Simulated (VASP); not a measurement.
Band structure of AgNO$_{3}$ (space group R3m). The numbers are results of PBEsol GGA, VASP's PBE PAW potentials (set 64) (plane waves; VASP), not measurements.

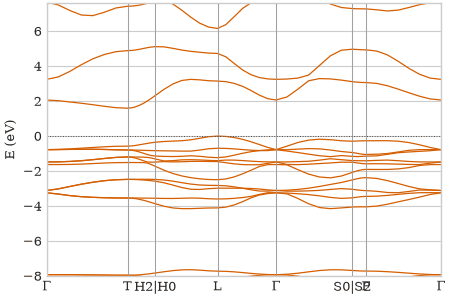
Bands along high-symmetry lines, zero at the valence-band maximum or, without a gap, the Fermi level

Read the plot: is there a gap, and where are the band edges?

The gap is indirect, 1.59 eV, from the valence maximum at L to the conduction minimum at T.

The structure comes from a computed database's AgNO3 entry (R3m); how it stands against other phases isn't given here. The cell was not relaxed at this level.
